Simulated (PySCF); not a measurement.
# C4H10Al2Cl2O (SMILES CC(=O)C[CH2][AlH-]1[Cl+][AlH2-][Cl+]1): what the fields show

Input

```
{"job": {"kind": "nmr", "xc": "PBE0", "basis": "pcSseg-1"}, "charge": 0, "multiplicity": 1}
C     -3.251591    -0.832659    -0.639562
C     -2.588518     0.264851     0.154715
O     -3.111457     0.793075     1.103555
C     -1.191658     0.619186    -0.298707
C     -0.185441    -0.269525     0.474849
Al     1.524274     0.547082    -0.125204
Cl     2.789452     1.333470     1.507694
Al     4.367240    -0.087304     1.011713
Cl     3.148007    -0.861360    -0.628868
H     -2.559443    -1.652216    -0.815792
H     -4.136603    -1.193975    -0.122685
H     -3.548204    -0.429112    -1.606442
H     -1.073246     0.471217    -1.373701
H     -0.990449     1.670010    -0.070120
H     -0.379982    -1.321265     0.227761
H     -0.411568    -0.176655     1.547066
H      1.581452     1.631604    -1.219644
H      5.579019     0.664100     0.429897
H      4.428913    -1.161271     2.115785
```

Launched as:

```sh
OMP_NUM_THREADS=1 python probes_run.py task.json out
```

Geometry: GFN2-xTB.

Level of theory: PBE0/pcSseg-1, SCF density, gas phase, non-relativistic (PySCF 2.14.0).

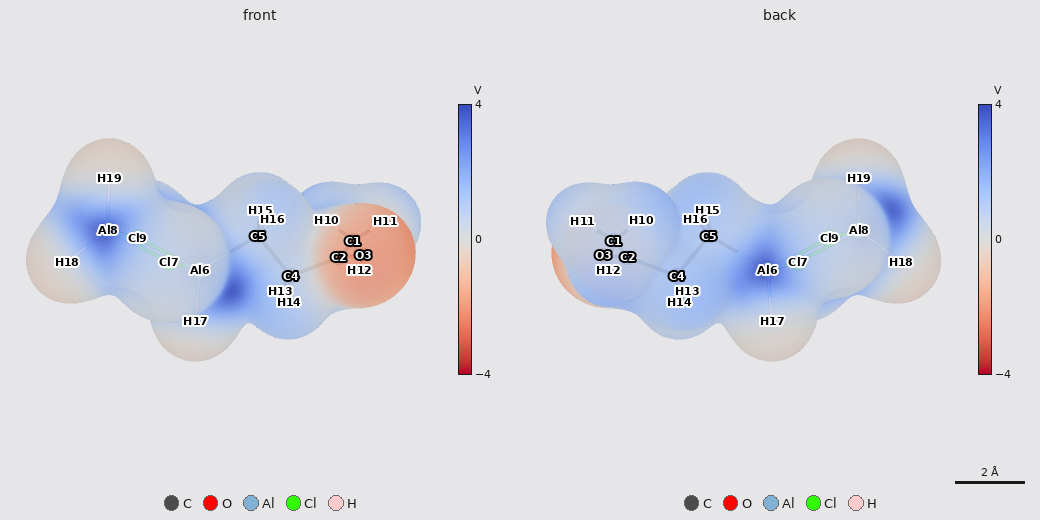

Figure 1. The electrostatic potential painted on the density surface at 0.004 e/bohr³, seen from the front and from behind; red is negative and blue positive.

Q: Where is the surface potential most negative and most positive?

A: The most negative region (about −1.9 V) lies over O3, the most positive (about +3.5 V) over Al6 and Al8. O3 is the likeliest acceptor of a hydrogen bond.

Q: How polar is the molecule by this calculation?

A: Its dipole moment is 2.61 D.

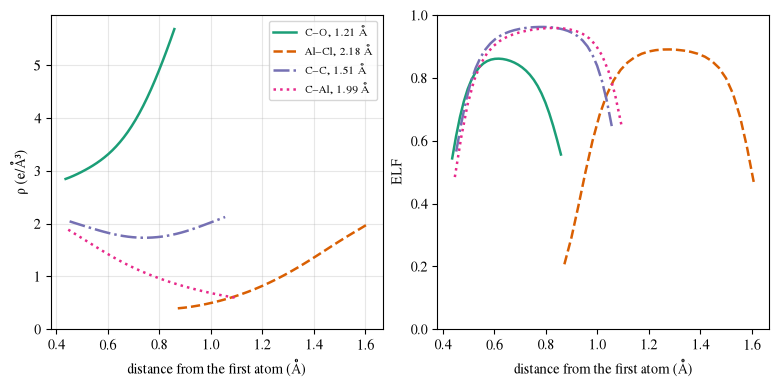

Figure 2. Electron density and electron localisation function along straight lines between neighbouring atoms. The curves leave out the atomic cores.

Q: Compare the contacts.

A: C–O (1.21 Å): ρ is about 3.3 e/Å³ halfway; the ELF peaks at about 0.85 between the atoms; a multiple bond.
Al–Cl (2.18 Å): ρ at the midpoint is about 0.62 e/Å³; the ELF peaks at about 0.90 in the valence shell of Cl, 0.9 Å from its nucleus, and is about 0.85 at the midpoint.
C–C (1.51 Å): the density is about 1.7 e/Å³ at the midpoint; the ELF peaks at about 0.95 between the atoms; a covalent bond.
C–Al (1.99 Å): ρ is about 0.69 e/Å³ halfway; the ELF peaks at about 0.95 between the atoms; a polar covalent bond.
